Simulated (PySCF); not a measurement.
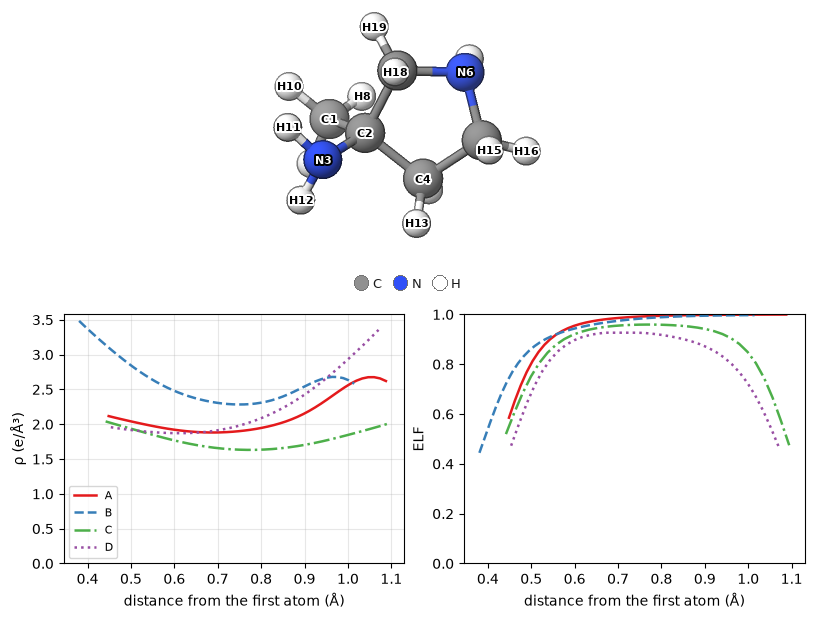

Figure. C5H12N2. Total electron density and ELF along straight lines between neighbouring atoms. The curves leave out the atomic cores. The structure is drawn too.

Geometry: GFN2-xTB.

All numbers below come from PBE0/pcSseg-1, SCF density, gas phase, non-relativistic in PySCF.

```tsv
atom	x (Å)	y (Å)	z (Å)
C	-1.3600	0.2579	-1.1443
C	-0.5428	-0.0021	0.1301
N	-1.3838	-0.2534	1.2914
C	0.4423	-1.1776	-0.0627
C	1.8266	-0.5692	0.2317
N	1.7184	0.8523	-0.0568
C	0.3974	1.1979	0.4357
H	-0.7063	0.5001	-1.9797
H	-1.9453	-0.6225	-1.4086
H	-2.0437	1.0926	-0.9909
H	-1.9499	0.5632	1.4969
H	-2.0141	-1.0277	1.1098
H	0.2077	-1.9911	0.6199
H	0.3976	-1.5535	-1.0854
H	2.0577	-0.6688	1.2951
H	2.6290	-1.0256	-0.3471
H	1.7483	0.9921	-1.0640
H	0.4638	1.3115	1.5214
H	0.0474	2.1333	0.0001
```

Q: Which curve belongs to which contact (C–C, C–H, C–N and N–H)? The first atom named is at distance zero.

A: Curve A: C–H (1.09 Å): the density is about 2 e/Å³ at the midpoint; the ELF climbs to about 1 towards the hydrogen, as it does in any bond to H: a covalent bond by its length. Curve B: N–H (1.01 Å): ρ is about 2.8 e/Å³ halfway; the ELF climbs to about 1 towards the hydrogen (an ordinary covalent bond to hydrogen). Curve C: C–C (1.54 Å): ρ at the midpoint is about 1.6 e/Å³; the ELF peaks at about 0.95 between the atoms, as expected for a shared electron pair. Curve D: C–N (1.45 Å): ρ at the midpoint is about 1.9 e/Å³; the ELF peaks at about 0.95 between the atoms, as expected for a covalent bond.
